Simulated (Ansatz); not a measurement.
| atom | x (Å) | y (Å) | z (Å) |
| --- | --- | --- | --- |
| C | -1.1660 | 0.6738 | -0.4716 |
| S | -0.2246 | -0.8507 | -0.4097 |
| C | 1.0702 | -0.5221 | 0.7861 |
| H | -1.8692 | 0.5800 | -1.2998 |
| H | -0.5090 | 1.5315 | -0.6022 |
| H | -1.7178 | 0.7366 | 0.4668 |
| H | 0.4909 | -0.7073 | -1.5453 |
| H | 0.5907 | -0.4994 | 1.7651 |
| H | 1.7643 | -1.3621 | 0.7420 |
| H | 1.5705 | 0.4197 | 0.5687 |

Geometry: PBE0-D4/def2-TZVP.

Computed with RKS PBE0-D4/def2-TZVPP in Ansatz.

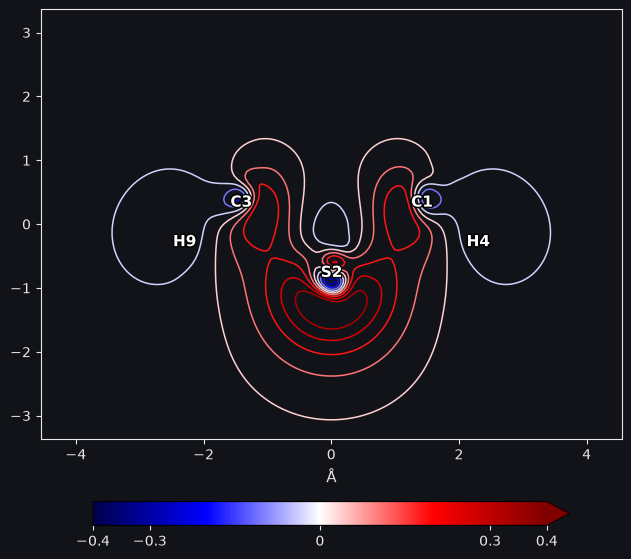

C2H7S (charge +1). The LUMO on the plane of atoms C1, S2 and C3 (values in Å⁻³ᐟ²; the overall sign is arbitrary).

Where does this orbital lie, and at what energy?

By Hirshfeld shares it lies mainly on S2 (about 50 %), H7 (about 25 %), C3 (about 5 %) and C1 (about 5 %). Its energy is −5.62 eV.
